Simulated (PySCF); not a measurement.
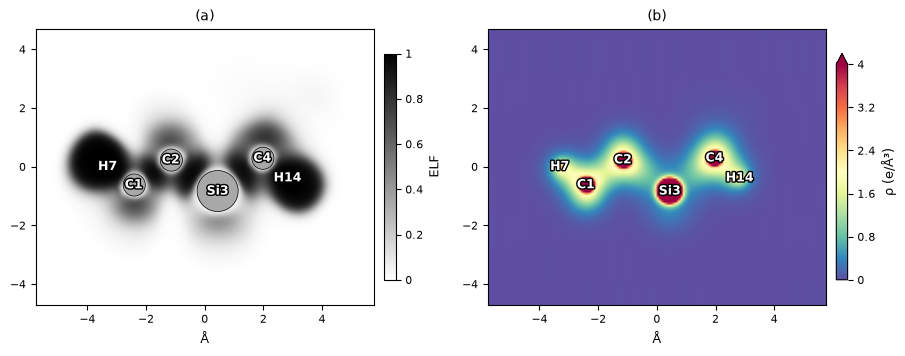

C₃H₁₃Si₃ (doublet). (a) electron localisation function; (b) total electron density on the plane of atoms C1, C2 and Si3. Grey discs cover the atomic cores in the ELF map.

Geometry: GFN2-xTB.

Computed with UKS B3LYP, pcH-1 on C H Si, non-relativistic, mean-field spin-orbit, GIAO in PySCF 2.14.0, density-fitted response routines.

Input file:

```
{"job": {"kind": "epr", "basis": "pcH-1"}, "charge": 0, "multiplicity": 2}
C      2.957711    -0.035358     0.018120
C      1.486988     0.154044     0.362872
Si     0.335008    -0.637224    -0.921665
C     -1.485186    -0.421022    -0.402465
Si    -1.822094    -1.360850     1.214777
Si    -2.058303     1.393070    -0.328231
H      3.602144     0.430213     0.763048
H      3.183134     0.406169    -0.949989
H      3.204870    -1.093423    -0.030201
H      1.274075     1.221557     0.441127
H      1.297573    -0.272946     1.348711
H      0.590991    -0.012863    -2.231725
H      0.633734    -2.074791    -1.030585
H     -2.078364    -0.909376    -1.180839
H     -1.245853    -0.726195     2.399097
H     -3.239481    -1.652879     1.431328
H     -1.763116     2.078973    -1.588837
H     -1.379046     2.084946     0.769969
H     -3.504589     1.437205    -0.091974
```

Launched as:

```sh
OMP_NUM_THREADS=1 python probes_run.py task.json out
```

> Interpret the plot.

Atoms in the plane: C, Si and H.
C–C (1.52 Å): ρ is about 1.6 e/Å³ halfway; the ELF peaks at about 0.95 between the atoms; a covalent bond.
C–Si (1.90 Å): ρ at the midpoint is about 0.94 e/Å³; the ELF peaks at about 0.95 between the atoms: a shared electron pair.
C–H (1.09 Å): ρ at the midpoint is about 2 e/Å³; the ELF climbs to about 1 towards the hydrogen, as it does in any bond to H; an ordinary covalent bond to hydrogen.
